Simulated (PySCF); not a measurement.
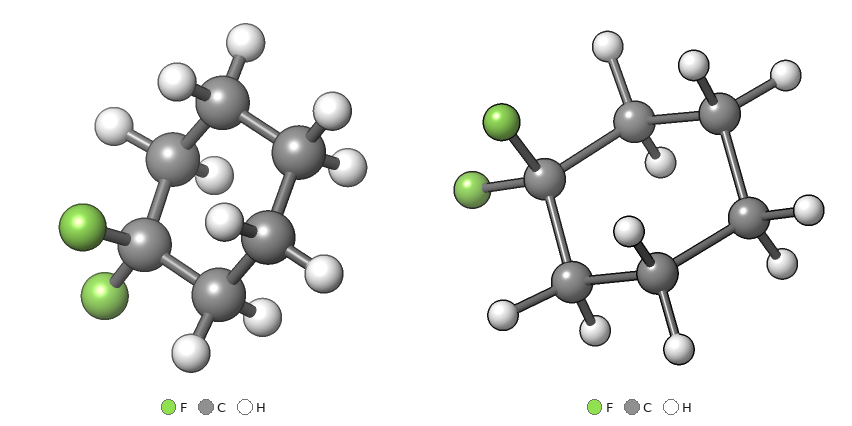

Both panels show the same species.

What is the molecular formula?

C₆H₁₀F₂, 18 atoms: 6 carbon, 10 hydrogen and 2 fluorine.

What is the point group of this geometry?

Cs.

The parts below concern this one geometry. Atoms keep their numbers from picture to picture. The geometry was computed by an optimisation with PBE0-D3(BJ)/def2-SVP. No frequency run is at hand to confirm it as a minimum.

### NMR shielding

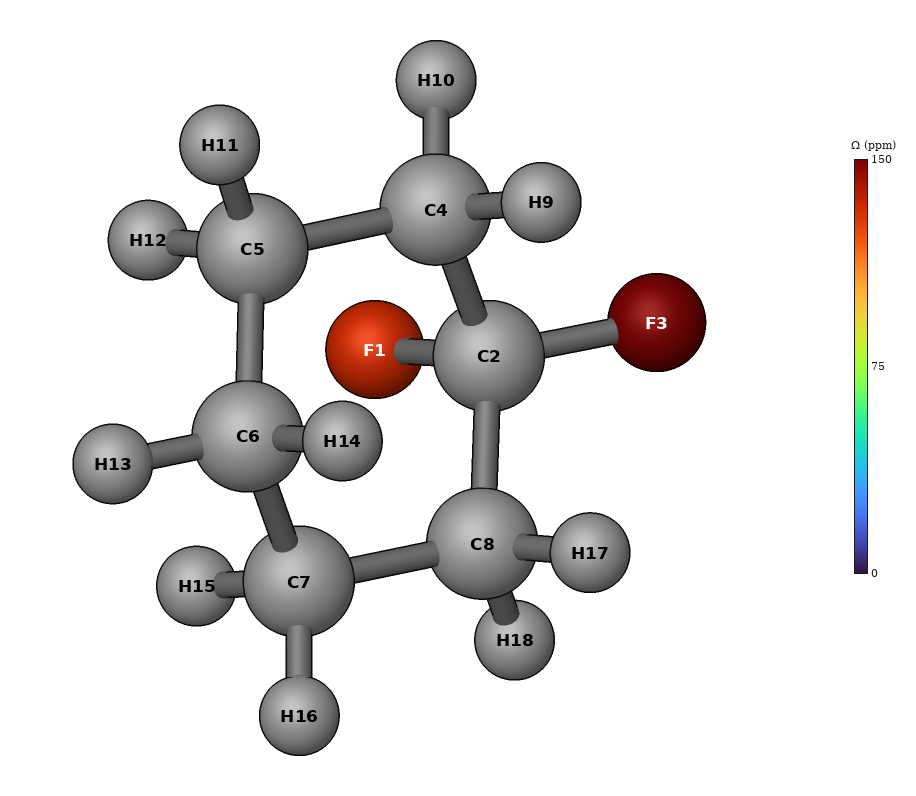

The F atoms are coloured by the span of their shielding tensor. No frequency run is at hand to confirm it as a minimum. Level of theory: GIAO PBE0/pcSseg-1 NMR shielding, non-relativistic, IEF-PCM benzene (PySCF 2.14.0). Principal shieldings σ11 ≤ σ22 ≤ σ33, span Ω = σ33 − σ11, skew κ = 3(σiso − σ22)/Ω.

Which F atom has the most anisotropic shielding?

F3, with a span of 150 ppm.

Give the shielding tensors of the F atoms.

```json
{"atom": "F1", "σ11": "236.4", "σ22": "308.8", "σ33": "369.0", "σiso": "304.7", "Ω": "132.6", "κ": "−0.09"}
{"atom": "F3", "σ11": "190.8", "σ22": "337.9", "σ33": "340.3", "σiso": "289.7", "Ω": "149.5", "κ": "−0.97"}
```

Shieldings and span in ppm.

### Ring current

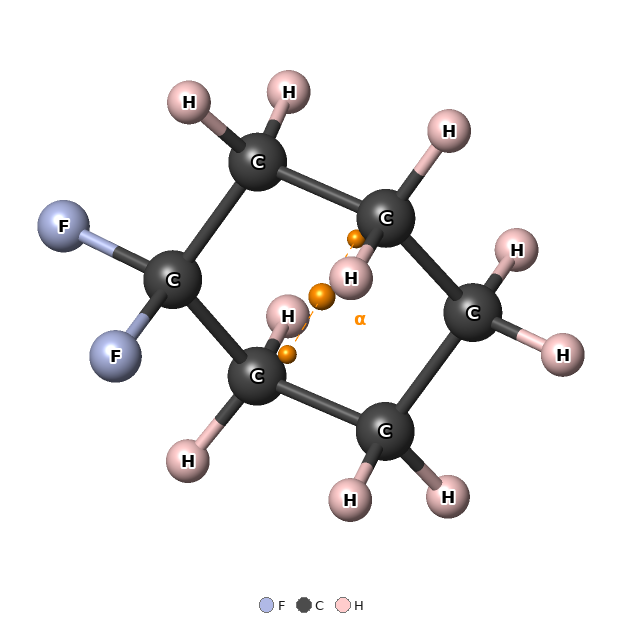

The small points mark where nucleus-independent chemical shifts (NICS) were computed: at the centre of each lettered ring and 1 Å above and below it. No frequency run is at hand to confirm it as a minimum. Properties computed with GIAO ωB97X-D/pcSseg-1 NMR shielding, non-relativistic, IEF-PCM chloroform (PySCF 2.14.0).

Give NICS(0), NICS(1) and the out-of-plane component NICS(1)zz for each ring (means of the two sides).

```json
{"ring": "α", "members": "C6", "NICS(0)": "−2.7", "NICS(1)": "−2.3", "NICS(1)zz": "2.3"}
```

Values in ppm.

What do the values say about the ring currents?

Ring α: weak, as in a non-aromatic ring. NICS is one index among several.

### Dipole moment

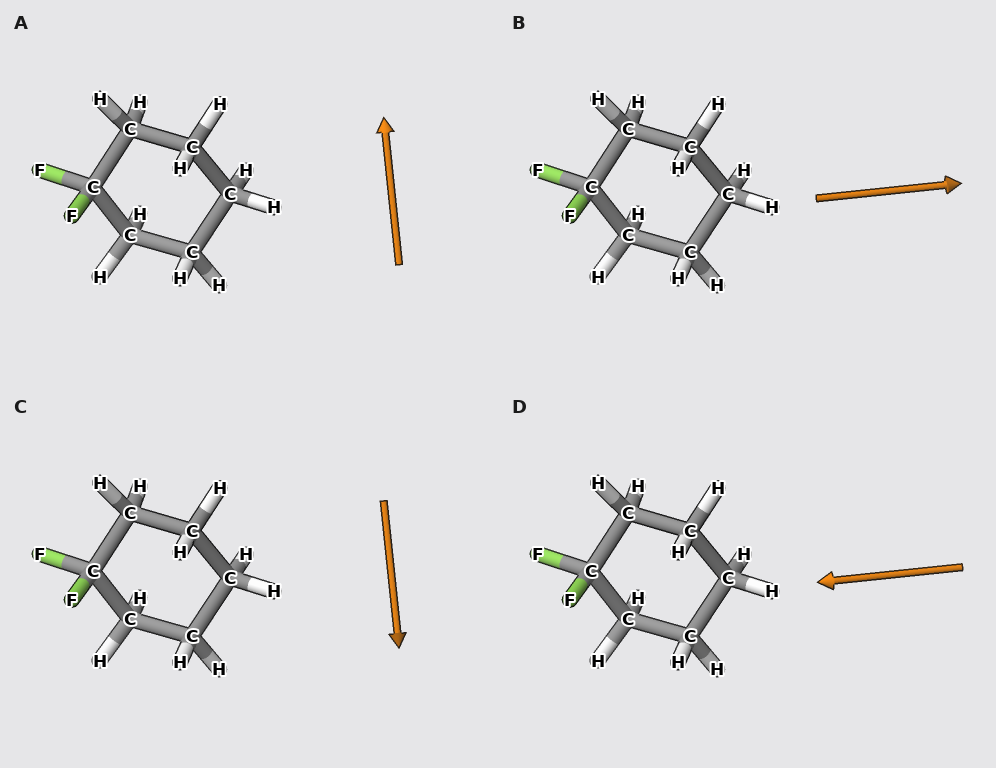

The same molecule four times, each with an arrow. No frequency run is at hand to confirm it as a minimum. Method: PBE0/pcSseg-1 in benzene (IEF-PCM) (PySCF 2.14.0).

Which arrow points along the dipole moment, from the negative to the positive end?

B. The dipole moment is 2.69 D.
